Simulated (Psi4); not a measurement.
# InH3 (SMILES [InH3]) at wB97X-V/def2-TZVP (core potential)

What is the vertical ionisation energy of InH3 at wB97X-V/def2-TZVP (core potential)? Input form: a QCSchema input.

The calculation is run with Psi4 1.11.

2 further runs of the same task are left out: 2 set aside as unsound or not needed.

## 1. The structure to begin with

The species is InH3 (4 atoms), meant as a singlet with charge 0. SMILES: `[InH3]`. Geometry: relaxed at PBE0-D4/def2-TZVP.

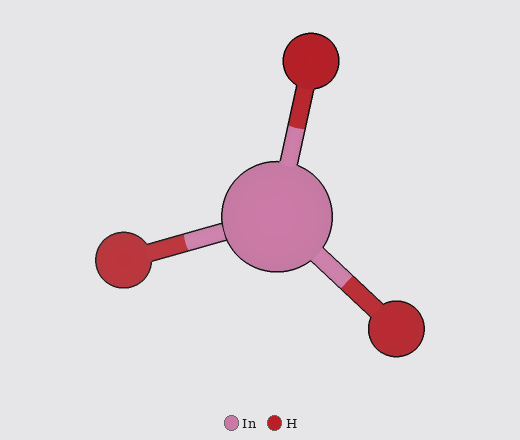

The structure, seen from a chosen angle (indium pink, hydrogen red).

## 2. The energy at wB97X-V/def2-TZVP (core potential)

input.json

```json
{
  "schema_name": "qcschema_input",
  "schema_version": 1,
  "molecule": {
    "schema_name": "qcschema_molecule",
    "schema_version": 2,
    "symbols": ["In", "H", "H", "H"],
    "geometry": [0.02626719, -0.02853486, -0.0096376, 0.7851812, 2.8648248, 1.28161226, -2.07038394, -0.20276761, -2.4970841, 1.36400432, -2.74766179, 1.18674801],
    "molecular_charge": 0,
    "molecular_multiplicity": 1,
    "fix_symmetry": "c1"
  },
  "driver": "energy",
  "model": {
    "method": "wb97x-v",
    "basis": "def2-TZVP"
  },
  "keywords": {
    "reference": "rks",
    "puream": true,
    "e_convergence": 1e-09,
    "d_convergence": 1e-08,
    "scf_type": "pk",
    "dft_radial_points": 99,
    "dft_spherical_points": 590
  }
}
```

The run is started by

```console
$ psi4 --qcschema input.json -n 1 --memory 1600MB
```

stdout:

```text
[...]
    !!!  WARNING: ECP capability is in beta. Please check occupations closely.  !!!
[...]
  Running in c1 symmetry.
[...]
  Nuclear repulsion =   19.868853100375375
[...]
  Multiplicity = 1
[...]
  Nalpha       = 12
  Nbeta        = 12
[...]
    Number of basis functions: 68
[...]
   @RKS iter   1:  -191.81261957786131   -1.13202e+00   5.60804e-03 DIIS/ADIIS
[...]
   @RKS iter  10:  -191.87073653136073   -2.27374e-12   2.65674e-09 DIIS
[...]
    Orbital Energies [Eh]
    ---------------------
    Doubly Occupied:
       1A     -4.780963     2A     -3.198039     3A     -3.183410
       4A     -3.183410     5A     -0.885017     6A     -0.876271
       7A     -0.876271     8A     -0.872262     9A     -0.872261
      10A     -0.542195    11A     -0.387835    12A     -0.387830
[...]
  @RKS Final Energy:  -191.87073653136073
   => Energetics <=
    Nuclear Repulsion Energy =             19.8688531003753752
    One-Electron Energy =                -375.9653648841010067
    Two-Electron Energy =                 176.0443485485223789
    DFT Exchange-Correlation Energy =     -11.9120403621252873
    Empirical Dispersion Energy =           0.0000000000000000
    VV10 Nonlocal Energy =                  0.0934670659678288
    Total Energy =                       -191.8707365313607340
[...]
 Multipole Moments:
 ------------------------------------------------------------------------------------
     Multipole            Electronic (a.u.)      Nuclear  (a.u.)        Total (a.u.)
 ------------------------------------------------------------------------------------
 L = 1.  Multiply by 2.5417464519 to convert [e a0] to [Debye]
 Dipole X            :         -0.0000206            0.0000000           -0.0000206
 Dipole Y            :         -0.0000061           -0.0000000           -0.0000061
 Dipole Z            :         -0.0002247            0.0001502           -0.0000745
 Magnitude           :                                                    0.0000775
[...]
```

The result, in JSON:

```text
{
 "driver": "energy",
 "model": {
  "method": "wb97x-v",
  "basis": "def2-TZVP"
 },
 "success": true,
 "return_result": -191.87073653136073,
 "properties": {
  "calcinfo_nbasis": 68,
  "calcinfo_nmo": 68,
  "calcinfo_nalpha": 12,
  "calcinfo_nbeta": 12,
  "calcinfo_natom": 4,
  "nuclear_repulsion_energy": 19.868853100375375,
  "return_energy": -191.87073653136073,
  "scf_one_electron_energy": -375.965364884101,
  "scf_two_electron_energy": 176.04434854852238,
  "scf_vv10_energy": 0.09346706596782885,
  "scf_xc_energy": -11.912040362125287,
  "scf_dipole_moment": [-2.0586543936954027e-05, -6.089413402056432e-06, -7.449169982534642e-05],
  "scf_total_energy": -191.87073653136073,
  "scf_iterations": 10
 }
}
```

It took 42 s on 1 thread of AMD EPYC 7R43 (Zen 3), shared host; peak memory 0.68 GiB.

## 3. The doublet cation

job.json

```json
{
 "schema_name": "qcschema_input",
 "schema_version": 1,
 "molecule": {
  "schema_name": "qcschema_molecule",
  "schema_version": 2,
  "symbols": ["In", "H", "H", "H"],
  "geometry": [0.02626719, -0.02853486, -0.0096376, 0.7851812, 2.8648248, 1.28161226, -2.07038394, -0.20276761, -2.4970841, 1.36400432, -2.74766179, 1.18674801],
  "molecular_charge": 1,
  "molecular_multiplicity": 2,
  "fix_symmetry": "c1"
 },
 "driver": "energy",
 "model": {
  "method": "wb97x-v",
  "basis": "def2-TZVP"
 },
 "keywords": {
  "reference": "uks",
  "puream": true,
  "e_convergence": 1e-09,
  "d_convergence": 1e-08,
  "scf_type": "pk",
  "dft_radial_points": 99,
  "dft_spherical_points": 590,
  "maxiter": 200
 }
}
```

The run is started by

```console
$ psi4 --qcschema job.json -n 1 --memory 1600MB
```

stdout:

```text
[...]
    !!!  WARNING: ECP capability is in beta. Please check occupations closely.  !!!
[...]
  Running in c1 symmetry.
[...]
  Nuclear repulsion =   19.868853100375375
[...]
  Multiplicity = 2
[...]
  Nalpha       = 12
  Nbeta        = 11
[...]
    Number of basis functions: 68
[...]
   @UKS iter   1:  -191.43086463922222   -7.50264e-01   4.83097e-03 DIIS/ADIIS
[...]
   @UKS iter  29:  -191.47460175605315   -1.08656e-10   7.35160e-09 DIIS
[...]
   @S^2 Observed:                7.853507787E-01
[...]
    Orbital Energies [Eh]
    ---------------------
    Alpha Occupied:
       1A     -5.058780     2A     -3.471014     3A     -3.469107
       4A     -3.458072     5A     -1.165033     6A     -1.157260
       7A     -1.155768     8A     -1.148149     9A     -1.146079
      10A     -0.830831    11A     -0.715807    12A     -0.634676
    Alpha Virtual:
      13A     -0.216868    14A     -0.151668    15A     -0.085845
      16A     -0.081715    17A     -0.041478    18A     -0.030050
      19A     -0.026116    20A      0.004148    21A      0.016584
      22A      0.027727    23A      0.118764    24A      0.153014
      25A      0.162827    26A      0.221320    27A      0.239021
[...]
  @UKS Final Energy:  -191.47460175605315
   => Energetics <=
    Nuclear Repulsion Energy =             19.8688531003753752
    One-Electron Energy =                -369.3286812975653675
    Two-Electron Energy =                 169.6815220287280397
    DFT Exchange-Correlation Energy =     -11.7868994034539831
    Empirical Dispersion Energy =           0.0000000000000000
    VV10 Nonlocal Energy =                  0.0906038158628082
    Total Energy =                       -191.4746017560531470
[...]
 Multipole Moments:
 ------------------------------------------------------------------------------------
     Multipole            Electronic (a.u.)      Nuclear  (a.u.)        Total (a.u.)
 ------------------------------------------------------------------------------------
 L = 1.  Multiply by 2.5417464519 to convert [e a0] to [Debye]
 Dipole X            :         -0.1403367            0.0000000           -0.1403367
 Dipole Y            :         -0.5443040           -0.0000000           -0.5443040
 Dipole Z            :         -0.2402083            0.0001502           -0.2400581
 Magnitude           :                                                    0.6112194
[...]
```

The result, in JSON:

```text
{
 "driver": "energy",
 "model": {
  "method": "wb97x-v",
  "basis": "def2-TZVP"
 },
 "success": true,
 "return_result": -191.47460175605315,
 "properties": {
  "calcinfo_nbasis": 68,
  "calcinfo_nmo": 68,
  "calcinfo_nalpha": 12,
  "calcinfo_nbeta": 11,
  "calcinfo_natom": 4,
  "nuclear_repulsion_energy": 19.868853100375375,
  "return_energy": -191.47460175605315,
  "scf_one_electron_energy": -369.32868129756537,
  "scf_two_electron_energy": 169.68152202872804,
  "scf_vv10_energy": 0.0906038158628082,
  "scf_xc_energy": -11.786899403453983,
  "scf_dipole_moment": [-0.14033665126440606, -0.5443040069397881, -0.2400580835308705],
  "scf_total_energy": -191.47460175605315,
  "scf_iterations": 29
 }
}
```

It took 2 min on 1 thread of AMD EPYC 7R43 (Zen 3), shared host; peak memory 0.68 GiB.

## 4. Results

At wB97X-V/def2-TZVP (core potential):

| quantity | value |
| --- | --- |
| singlet InH3: total energy | -191.87074 Eh |
| singlet InH3: dipole moment | 0.00 D |
| singlet InH3: HOMO energy | -10.55 eV |
| singlet InH3: LUMO energy | -0.12 eV |
| singlet InH3: HOMO–LUMO gap | 10.43 eV |
| doublet cation: total energy | -191.47460 Eh |
| doublet cation: HOMO energy (highest over α and β) | -16.65 eV |
| doublet cation: LUMO energy (lowest over α and β) | -10.99 eV |
| doublet cation: ⟨S²⟩ | 0.785 |
| vertical ionisation energy (to the doublet cation) | 10.779 eV |

**Reading.** The vertical ionisation energy comes to 10.78 eV (249 kcal/mol). The negative HOMO energy of the first species, 10.55 eV, lies 0.23 eV below that difference.
